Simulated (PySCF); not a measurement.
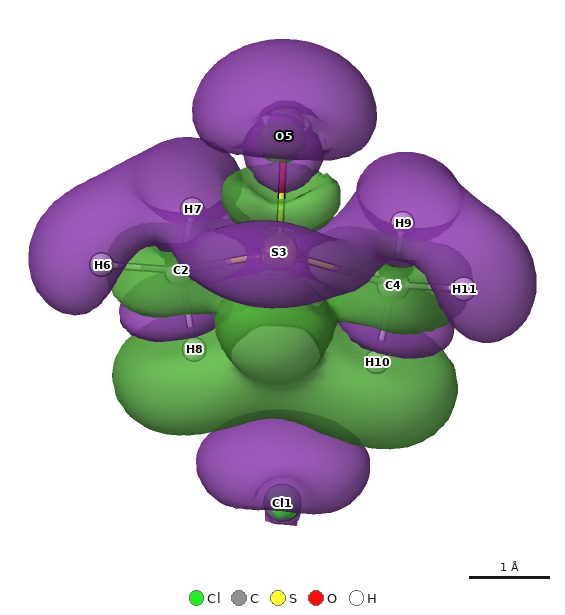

Figure 1: C₂H₆ClOS, charge −1, SMILES `[Cl-].CS(C)=O`. Density of the complex less the densities of the two fragments at the same geometry, ±0.004 e/Å³ (purple: gain, green: loss). Fragment A: Cl(−1) (atom 1); fragment B: H6C2SO.

Level of theory: r2SCAN/6-31+G* (PySCF), at a geometry from GFN2-xTB. GFN2-xTB bond lengths at metals and heavier atoms can be off by up to 0.1 Å and shapes distorted, which carries into these values.

**How is the density rearranged on binding?**

Hirshfeld charges show 0.039 e passing from A to B. By Hirshfeld charges, electrons gather most on O5 (−0.054 e) and leave H8 and H10 alike most (+0.049 e); 0.31 e is displaced in all.

**What is the interaction energy, and which contacts carry it?**

The counterpoise-corrected interaction energy of the frozen fragments is −17.3 kcal/mol without dispersion correction and −17.8 kcal/mol with D3(BJ). The pair geometry is semi-empirical, not a minimum at this level. Contacts: Cl1···H8, weak C–H hydrogen bond, 2.33 Å, ρ = 0.021 a.u.; Cl1···H10, weak C–H hydrogen bond, 2.33 Å, ρ = 0.021 a.u. The pose is a local one from a semi-empirical search, not shown to be the most stable.
